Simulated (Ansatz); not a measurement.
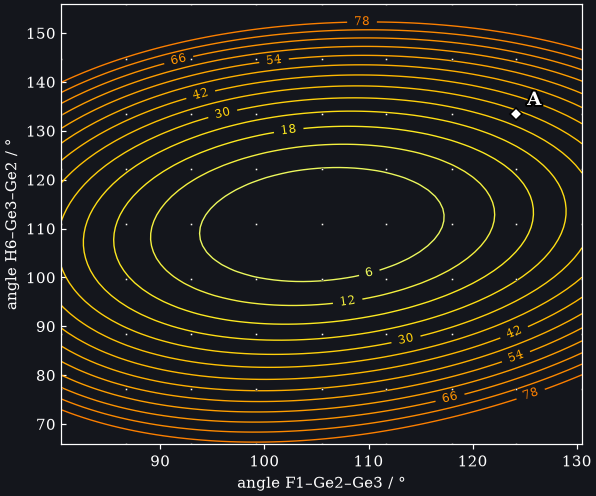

FGe₂H₄, SMILES [F][GeH][GeH3], spin multiplicity 2. The first coordinate is: angle F1–Ge2–Ge3; the second: angle H6–Ge3–Ge2. Nothing is relaxed (all other coordinates rigid). Grid: 9 × 9 points. Points are written as (first, second). Energies are in kJ/mol, from the relaxed molecule at the same level. Method: UKS PBE-D4/def2-SVP (Ansatz).

In the figure: contour lines labelled in kJ/mol (none above 78), dots at the grid points, the point A. Between grid points the surface is interpolated.

Is A at rest? If not, where is it pushed?

Answer. A, at (124.2°, 133.4°), is not a stationary point. The computed force is 1.5 kJ/mol for each degree towards smaller values of angle F1–Ge2–Ge3 and 1.9 kJ/mol for each degree towards smaller values of angle H6–Ge3–Ge2.
